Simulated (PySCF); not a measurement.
```xyz
22

C    -3.0993   -0.6798    0.0376
C    -1.7970    0.0913    0.2141
C    -1.8726    1.4753   -0.4279
O    -0.7828   -0.6995   -0.4098
C     0.5135   -0.4361   -0.1360
C     1.4883   -1.0028   -0.8408
C     2.9442   -0.7811   -0.5407
C     3.0744    0.1118    0.6571
C     2.0236    0.6231    1.2743
O     0.7188    0.4162    0.9212
H    -3.0168   -1.6605    0.4980
H    -3.3073   -0.8109   -1.0207
H    -3.9188   -0.1366    0.4991
H    -1.5702    0.1936    1.2835
H    -0.9332    2.0066   -0.2968
H    -2.0732    1.3764   -1.4924
H    -2.6680    2.0544    0.0332
H     1.2220   -1.6607   -1.6492
H     3.4467   -1.7397   -0.3541
H     3.4513   -0.3286   -1.4041
H     4.0654    0.3362    1.0170
H     2.0808    1.2708    2.1363
```

Geometry: GFN2-xTB.

Method: PBE0/pcSseg-1, SCF density, gas phase, non-relativistic in PySCF 2.14.0.

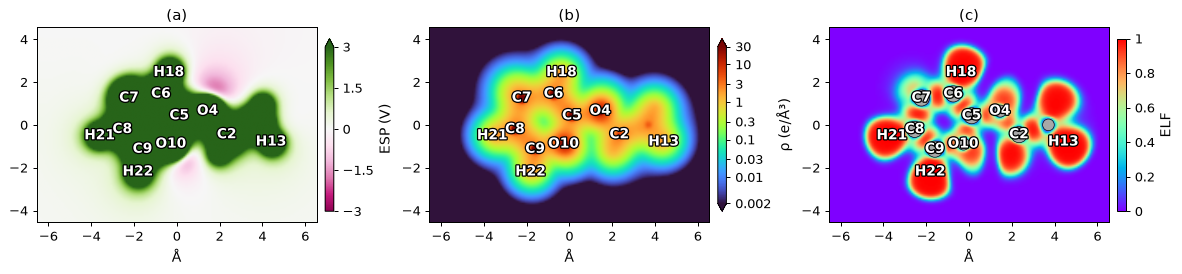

C$_{8}$H$_{12}$O$_{2}$ (SMILES CC(C)OC1=CCC=CO1). (a) electrostatic potential; (b) electron density; (c) ELF on the plane of atoms C5, C6 and H18. Grey discs cover the atomic cores in the ELF map.

Q: Read the bonding off the picture.

A: The section cuts through C, O and H sites. C–C (1.32 Å): the density is about 2.3 e/Å³ at the midpoint; the ELF peaks at about 0.90 between the atoms (a multiple bond). C–O (1.35 Å): ρ is about 2.4 e/Å³ halfway, with its minimum of 2.1 e/Å³ about 0.5 Å from C; the ELF peaks at about 0.90 between the atoms; a shared but strongly polarised pair. C–H (1.08 Å): the density is about 2 e/Å³ at the midpoint; the ELF climbs to about 1 towards the hydrogen, as it does in any bond to H (an ordinary covalent bond to hydrogen). C–O (1.43 Å): the density is about 2 e/Å³ at the midpoint, with its minimum of 1.6 e/Å³ about 0.5 Å from C; the ELF peaks at about 0.90 between the atoms: a polar covalent bond. C–C (1.50 Å): the density is about 1.7 e/Å³ at the midpoint; the ELF peaks at about 0.95 between the atoms, as expected for a covalent bond. The ELF also peaks beside O10 and O4, away from the bonds: lone-pair regions. Outside the dense part of the molecule the potential is most negative (−1.7 V) near O4.
